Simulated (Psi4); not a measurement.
**BF2 (SMILES F[B]F) at 3 levels**

We compute a comparison of 3 runs (U-revPBE/cc-pVTZ, UBHLYP/cc-pVTZ, UPBE/cc-pVTZ) of BF2. 

The calculation is run with Psi4 1.11.

1 further run of the same task is left out (set aside as unsound or not needed).

### 1 The molecule

BF2: 3 atoms, total charge 0, spin state doublet. SMILES: `F[B]F`. The F1–B2 distance was set to 1.698 Å, away from the relaxed value.

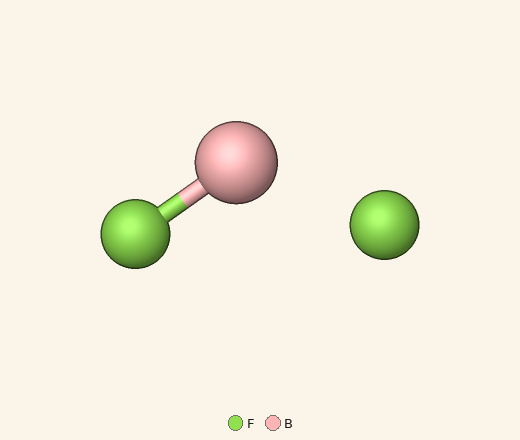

The structure, seen from a chosen angle (fluorine green, boron pink).

### 2 A single-point energy at U-revPBE/cc-pVTZ (run 1)

Contents of bf2.py:

```python
import psi4

psi4.set_memory(1600000000)
psi4.set_num_threads(1)
psi4.core.set_output_file('run.log', False)

geom = psi4.geometry("""
0 2
F      0.583336    -1.429774     0.153609
B      0.279000     0.240500     0.181300
F     -0.802900     0.738900    -0.354600
symmetry c1
""")

psi4.set_options({
    'basis': 'cc-pVTZ',
    'reference': 'uks',
    'puream': True,
    'e_convergence': 1e-09,
    'd_convergence': 1e-08,
    'scf_type': 'pk',
    'dft_radial_points': 99,
    'dft_spherical_points': 590,
    'maxiter': 200,
})

e = psi4.energy('REVPBE')
print('E =', round(e, 9))
```

On the command line:

```sh
$ python bf2.py
```

run.log:

```text
[...]
  Running in c1 symmetry.
[...]
  Nuclear repulsion =   48.593030245616106
[...]
  Multiplicity = 2
[...]
  Nalpha       = 12
  Nbeta        = 11
[...]
    Number of basis functions: 90
[...]
   @UKS iter   1:  -224.45743377973307   -4.88930e-01   5.51860e-03 ADIIS/DIIS
[...]
   @UKS iter  12:  -224.53172273680829   -7.02016e-12   7.68305e-09 DIIS
[...]
   @S^2 Observed:                7.532696788E-01
[...]
    Orbital Energies [Eh]
    ---------------------
    Alpha Occupied:
       1A    -24.358066     2A    -24.253032     3A     -6.699043
       4A     -1.189325     5A     -1.031999     6A     -0.555907
       7A     -0.466278     8A     -0.465316     9A     -0.417809
      10A     -0.330462    11A     -0.326823    12A     -0.249015
    Alpha Virtual:
      13A     -0.107581    14A      0.005167    15A      0.061631
      16A      0.136584    17A      0.141150    18A      0.181560
      19A      0.277421    20A      0.363824    21A      0.375021
      22A      0.445375    23A      0.481127    24A      0.524718
      25A      0.754788    26A      0.771770    27A      0.774735
[...]
  @UKS Final Energy:  -224.53172273680829
   => Energetics <=
    Nuclear Repulsion Energy =             48.5930302456161058
    One-Electron Energy =                -408.0429170169152258
    Two-Electron Energy =                 159.7028638048550704
    DFT Exchange-Correlation Energy =     -24.7846997703642238
    Empirical Dispersion Energy =           0.0000000000000000
    VV10 Nonlocal Energy =                  0.0000000000000000
    Total Energy =                       -224.5317227368082911
[...]
 Multipole Moments:
 ------------------------------------------------------------------------------------
     Multipole            Electronic (a.u.)      Nuclear  (a.u.)        Total (a.u.)
 ------------------------------------------------------------------------------------
 L = 1.  Multiply by 2.5417464519 to convert [e a0] to [Debye]
 Dipole X            :          0.0034418           -0.1503392           -0.1468975
 Dipole Y            :          0.9027267           -0.1858635            0.7168632
 Dipole Z            :          0.0000000            0.0000000            0.0000000
 Magnitude           :                                                    0.7317593
[...]
```

On the terminal:

```text
E = -224.531722737
```

Wall time 11 s (1 thread of Intel Xeon Platinum 8488C (Sapphire Rapids), shared host); peak memory 0.73 GiB.

### 3 A single-point energy at UBHLYP/cc-pVTZ (run 2)

Contents of bf2.xyz:

```xyz
3
BF2
F      0.583336    -1.429774     0.153609
B      0.279000     0.240500     0.181300
F     -0.802900     0.738900    -0.354600
```

Contents of calc.py:

```python
import psi4

psi4.set_memory('1600 MB')
psi4.set_num_threads(1)
psi4.core.set_output_file('psi4.out', False)

with open('bf2.xyz') as f:
    atoms = ''.join(f.readlines()[2:])
geom = psi4.geometry('0 2\n' + atoms + 'symmetry c1\nno_reorient\nno_com')

psi4.set_options({
    'basis': 'cc-pVTZ',
    'reference': 'uks',
    'puream': True,
    'e_convergence': 1e-09,
    'd_convergence': 1e-08,
    'scf_type': 'pk',
    'dft_radial_points': 99,
    'dft_spherical_points': 590,
    'maxiter': 200,
})

E, wfn = psi4.energy('BHHLYP', return_wfn=True)
psi4.oeprop(wfn, 'MULLIKEN_CHARGES', 'LOWDIN_CHARGES', 'WIBERG_LOWDIN_INDICES')
print('E =', round(E, 9))
```

On the command line:

```sh
$ python calc.py
```

psi4.out:

```text
[...]
  Running in c1 symmetry.
[...]
  Nuclear repulsion =   48.593030245616106
[...]
  Multiplicity = 2
[...]
  Nalpha       = 12
  Nbeta        = 11
[...]
    Number of basis functions: 90
[...]
   @UKS iter   1:  -224.41775127194919   -7.57426e-01   5.78723e-03 DIIS/ADIIS
[...]
   @UKS iter  13:  -224.51177496627605   -6.93490e-12   6.68276e-09 DIIS
[...]
   @S^2 Observed:                7.551276597E-01
[...]
    Orbital Energies [Eh]
    ---------------------
    Alpha Occupied:
       1A    -25.397775     2A    -25.284847     3A     -7.287669
       4A     -1.457201     5A     -1.289927     6A     -0.724718
       7A     -0.631384     8A     -0.621148     9A     -0.564526
      10A     -0.483292    11A     -0.482260    12A     -0.361475
    Alpha Virtual:
      13A     -0.030395    14A      0.082129    15A      0.114573
      16A      0.190212    17A      0.201016    18A      0.250980
      19A      0.371132    20A      0.439119    21A      0.453011
      22A      0.530567    23A      0.567737    24A      0.617485
      25A      0.864150    26A      0.875995    27A      0.881635
[...]
  @UKS Final Energy:  -224.51177496627605
   => Energetics <=
    Nuclear Repulsion Energy =             48.5930302456161058
    One-Electron Energy =                -408.2838867028892764
    Two-Electron Energy =                 148.0364943917234939
    DFT Exchange-Correlation Energy =     -12.8574129007263682
    Empirical Dispersion Energy =           0.0000000000000000
    VV10 Nonlocal Energy =                  0.0000000000000000
    Total Energy =                       -224.5117749662760502
[...]
 Multipole Moments:
 ------------------------------------------------------------------------------------
     Multipole            Electronic (a.u.)      Nuclear  (a.u.)        Total (a.u.)
 ------------------------------------------------------------------------------------
 L = 1.  Multiply by 2.5417464519 to convert [e a0] to [Debye]
 Dipole X            :          1.0020905           -1.0980745           -0.0959840
 Dipole Y            :         10.3354612           -9.4776682            0.8577930
 Dipole Z            :          1.7526606           -1.7053248            0.0473358
 Magnitude           :                                                    0.8644434
[...]
  Mulliken Charges: (a.u.)
   Center  Symbol    Alpha    Beta     Spin     Total
       1     F     4.75440  4.62820  0.12620 -0.38260
       2     B     2.66983  1.82422  0.84561  0.50595
       3     F     4.57577  4.54758  0.02819 -0.12335
   Total alpha = 12.00000, Total beta = 11.00000, Total charge =  0.00000
  Lowdin Charges: (a.u.)
   Center  Symbol    Alpha    Beta     Spin     Total
       1     F     4.59508  4.47019  0.12489 -0.06528
       2     B     3.10348  2.27443  0.82905 -0.37791
       3     F     4.30144  4.25538  0.04606  0.44318
[...]
```

On the terminal:

```text
E = -224.511774966
```

It took 11 s on 1 thread of Intel Xeon Platinum 8488C (Sapphire Rapids), shared host; peak memory 0.72 GiB.

### 4 A single-point energy at UPBE/cc-pVTZ (run 3)

Contents of job.json:

```json
{
  "schema_name": "qcschema_input",
  "schema_version": 1,
  "molecule": {
    "schema_name": "qcschema_molecule",
    "schema_version": 2,
    "symbols": ["F", "B", "F"],
    "geometry": [1.10234528, -2.70188128, 0.29027894, 0.52723359, 0.45447913, 0.34260735, -1.51726111, 1.39631863, -0.67009688],
    "molecular_charge": 0,
    "molecular_multiplicity": 2,
    "fix_symmetry": "c1"
  },
  "driver": "energy",
  "model": {
    "method": "pbe",
    "basis": "cc-pVTZ"
  },
  "keywords": {
    "reference": "uks",
    "puream": true,
    "e_convergence": 1e-09,
    "d_convergence": 1e-08,
    "scf_type": "pk",
    "dft_radial_points": 99,
    "dft_spherical_points": 590,
    "maxiter": 200,
    "scf_properties": ["MULLIKEN_CHARGES", "MAYER_INDICES", "LOWDIN_CHARGES"]
  }
}
```

On the command line:

```sh
$ psi4 --qcschema job.json -n 1 --memory 1600MB
```

stdout:

```text
[...]
  Running in c1 symmetry.
[...]
  Nuclear repulsion =   48.593030248730507
[...]
  Multiplicity = 2
[...]
  Nalpha       = 12
  Nbeta        = 11
[...]
    Number of basis functions: 90
[...]
   @UKS iter   1:  -224.30347921213954   -4.86492e-01   5.51257e-03 ADIIS/DIIS
[...]
   @UKS iter  12:  -224.37724361490882   -4.54747e-12   6.54648e-09 DIIS
[...]
   @S^2 Observed:                7.529380537E-01
[...]
    Orbital Energies [Eh]
    ---------------------
    Alpha Occupied:
       1A    -24.348053     2A    -24.242869     3A     -6.692401
       4A     -1.189768     5A     -1.032166     6A     -0.558950
       7A     -0.469983     8A     -0.469025     9A     -0.420803
      10A     -0.334007    11A     -0.330253    12A     -0.250148
    Alpha Virtual:
      13A     -0.111171    14A      0.000501    15A      0.058526
      16A      0.134708    17A      0.139953    18A      0.177793
      19A      0.274696    20A      0.359025    21A      0.370047
      22A      0.439909    23A      0.475202    24A      0.518613
      25A      0.747902    26A      0.764400    27A      0.767522
[...]
  @UKS Final Energy:  -224.37724361490882
   => Energetics <=
    Nuclear Repulsion Energy =             48.5930302487305070
    One-Electron Energy =                -408.0162239707934759
    Two-Electron Energy =                 159.6647029849734167
    DFT Exchange-Correlation Energy =     -24.6187528778192473
    Empirical Dispersion Energy =           0.0000000000000000
    VV10 Nonlocal Energy =                  0.0000000000000000
    Total Energy =                       -224.3772436149088207
[...]
 Multipole Moments:
 ------------------------------------------------------------------------------------
     Multipole            Electronic (a.u.)      Nuclear  (a.u.)        Total (a.u.)
 ------------------------------------------------------------------------------------
 L = 1.  Multiply by 2.5417464519 to convert [e a0] to [Debye]
 Dipole X            :          0.0040458           -0.1503392           -0.1462934
 Dipole Y            :          0.9022863           -0.1858635            0.7164227
 Dipole Z            :         -0.0000000           -0.0000000           -0.0000000
 Magnitude           :                                                    0.7312067
[...]
  Mulliken Charges: (a.u.)
   Center  Symbol    Alpha    Beta     Spin     Total
       1     F     4.70197  4.59756  0.10441 -0.29952
       2     B     2.76016  1.88567  0.87449  0.35417
       3     F     4.53787  4.51677  0.02111 -0.05464
   Total alpha = 12.00000, Total beta = 11.00000, Total charge = -0.00000
  Lowdin Charges: (a.u.)
   Center  Symbol    Alpha    Beta     Spin     Total
       1     F     4.55308  4.44280  0.11028  0.00411
       2     B     3.17227  2.32526  0.84701 -0.49753
       3     F     4.27464  4.23194  0.04271  0.49342
[...]
```

The result, in JSON:

```text
{
 "driver": "energy",
 "model": {
  "method": "pbe",
  "basis": "cc-pVTZ"
 },
 "success": true,
 "return_result": -224.37724361490882,
 "properties": {
  "calcinfo_nbasis": 90,
  "calcinfo_nmo": 90,
  "calcinfo_nalpha": 12,
  "calcinfo_nbeta": 11,
  "calcinfo_natom": 3,
  "nuclear_repulsion_energy": 48.59303024873051,
  "return_energy": -224.37724361490882,
  "scf_one_electron_energy": -408.0162239707935,
  "scf_two_electron_energy": 159.66470298497342,
  "scf_xc_energy": -24.618752877819247,
  "scf_dipole_moment": [-0.1462934086952019, 0.716422730766767, -8.982636942234247e-16],
  "scf_total_energy": -224.37724361490882,
  "scf_iterations": 12
 }
}
```

Wall time 11 s (1 thread of Intel Xeon Platinum 8488C (Sapphire Rapids), shared host); peak memory 0.72 GiB.

### 5 The series

```tsv
run	level	energy (Eh)	dipole moment (D)	HOMO energy (eV)	LUMO energy (eV)	wall time
1	U-revPBE/cc-pVTZ	-224.531723	1.86	-6.78	-4.22	11 s
2	UBHLYP/cc-pVTZ	-224.511775	2.20	-9.84	-2.63	11 s
3	UPBE/cc-pVTZ	-224.377244	1.86	-6.81	-4.39	11 s
```

### 6 Summary of results

| quantity | value |
| --- | --- |
| run 3: total energy | -224.37724 Eh |
| run 3: dipole moment | 1.86 D |
| run 3: HOMO energy (highest over α and β) | -6.81 eV |
| run 3: LUMO energy (lowest over α and β) | -4.39 eV |
| run 3: ⟨S²⟩ | 0.753 |

**Reading.** The dipole moment (its size) runs from 1.86 D (UPBE/cc-pVTZ) to 2.20 D (UBHLYP/cc-pVTZ). Totals of different functionals can't be ranked against each other. All runs together took 33 s, the longest 11 s.
